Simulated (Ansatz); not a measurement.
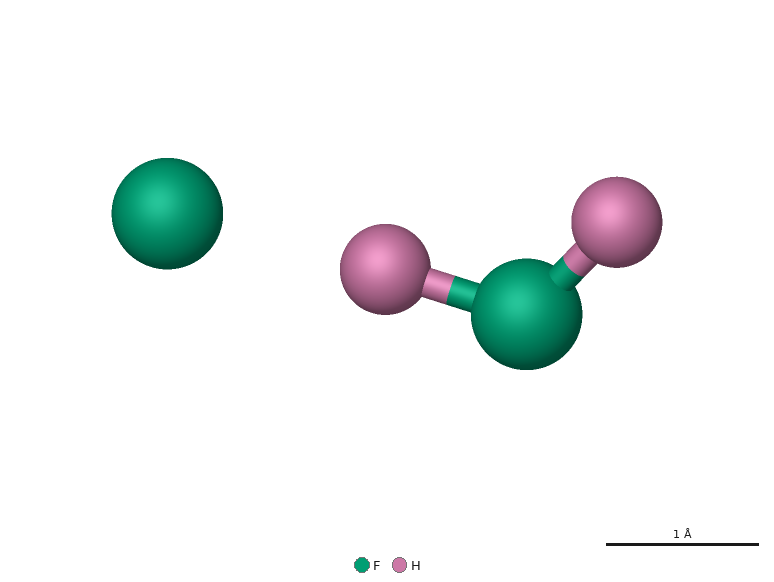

Simulated data, not a measurement (program: Ansatz).

Rendered structure (ball-and-stick style). Every bond is drawn as one stick, whatever its order.

The species has charge +1 and is a spin doublet. Geometry: a fixed input geometry, not necessarily a minimum.

Describe the molecule.

The species is H2F2(+). Judged by distances it falls into 2 fragments: F, H2F. It is an open-shell species. All atoms lie on one plane. Coordination: 1 F bent.
